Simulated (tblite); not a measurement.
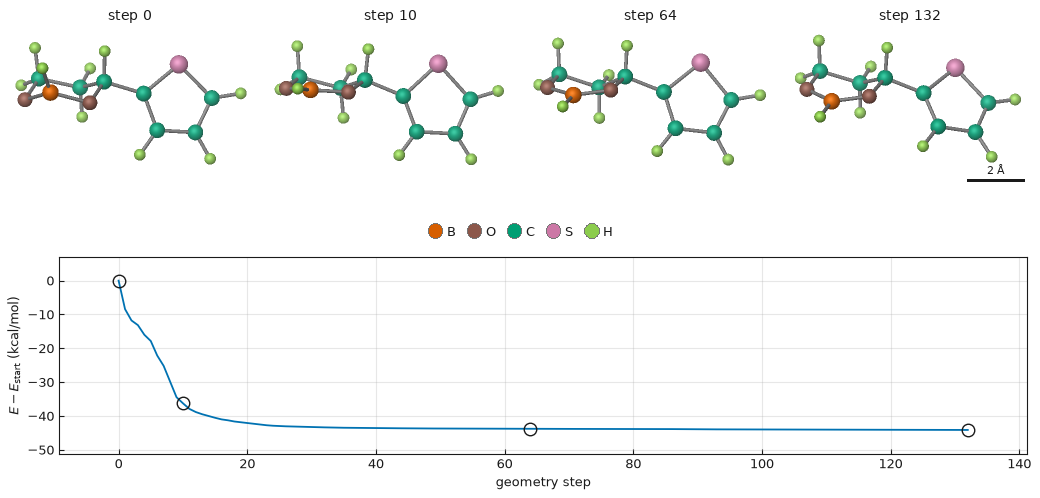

Frames of a relaxation of C$_{7}$H$_{9}$BO$_{2}$S, marked on the history of the run. The picture is a ball-and-stick view, seen from a free direction.

Level of theory: GFN2-xTB geometry optimisation, gas phase (tblite 0.8.0). 

**Describe the path.**

An H atom moves most after the best rigid fit: 1.73 Å. By element the largest moves are H 1.73 Å, S 0.64 Å, C 0.39 Å, O 0.38 Å, B 0.36 Å. Some distances before and after: B–O 1.489 → 1.350 Å, B–O 1.462 → 1.352 Å, C–S 1.684 → 1.732 Å, C–C 1.392 → 1.358 Å. Among the angles between lasting bonds that change: B–O–C 106.9° → 119.6°, B–O–C 108.1° → 120.1°, O–B–O 116.2° → 124.5°. Groups turn about C–C by about 20°. The energy falls by 44.1 kcal/mol in 132 geometry steps. Cost: 1.2 s on 1 thread of Arm Neoverse V1 (shared host). From step 0 to 10: an H atom moves most (0.83 Å), energy −36.2 kcal/mol. From step 10 to 64: an H atom moves most (0.66 Å), energy −7.53 kcal/mol. From step 64 to 132: an H atom moves most (0.75 Å), energy −0.34 kcal/mol.

| step | E − E(0), kcal/mol |
| --- | --- |
| 0 | 0.00 |
| 1 | -8.42 |
| 2 | -11.77 |
| 3 | -13.15 |
| 4 | -15.99 |
| 5 | -17.84 |
| 6 | -22.13 |
| 7 | -25.18 |
| 8 | -29.82 |
| 9 | -34.44 |
| 10 | -36.24 |
| 16 | -40.99 |
| 23 | -42.73 |
| 29 | -43.21 |
| 36 | -43.49 |
| 42 | -43.59 |
| 49 | -43.69 |
| 55 | -43.72 |
| 61 | -43.75 |
| 68 | -43.81 |
| 74 | -43.82 |
| 81 | -43.83 |
| 87 | -43.88 |
| 93 | -43.95 |
| 100 | -43.98 |
| 106 | -43.99 |
| 113 | -44.03 |
| 119 | -44.08 |
| 126 | -44.11 |
| 132 | -44.12 |
